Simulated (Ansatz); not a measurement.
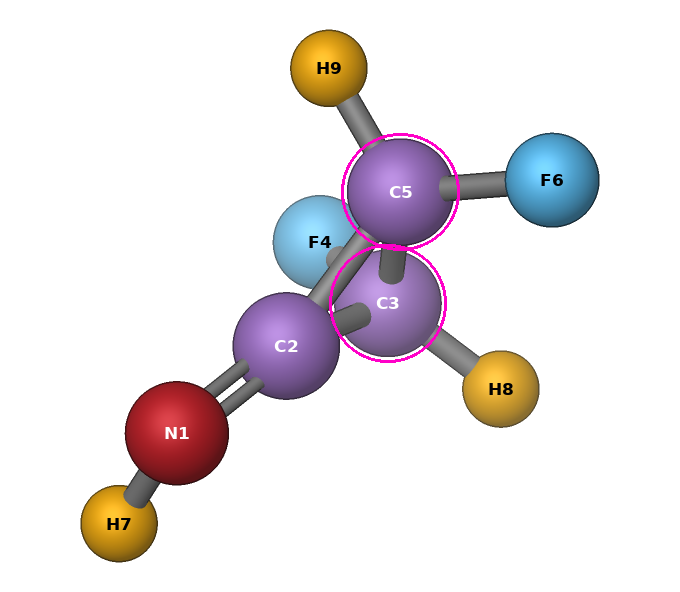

Distant atoms are faded towards the background colour. Circles mark the stereogenic atoms. The geometry was computed by an optimisation with PBE-D4/def2-SVP. No frequency run is at hand to confirm it as a minimum.

### What are the Cahn–Ingold–Prelog descriptors?

C3: R (priorities F4 > C5 > C2 > H8); C5: R (priorities F6 > C3 > C2 > H9).

### Write the isomeric SMILES.

N=C1[C@@H](F)[C@@H]1F
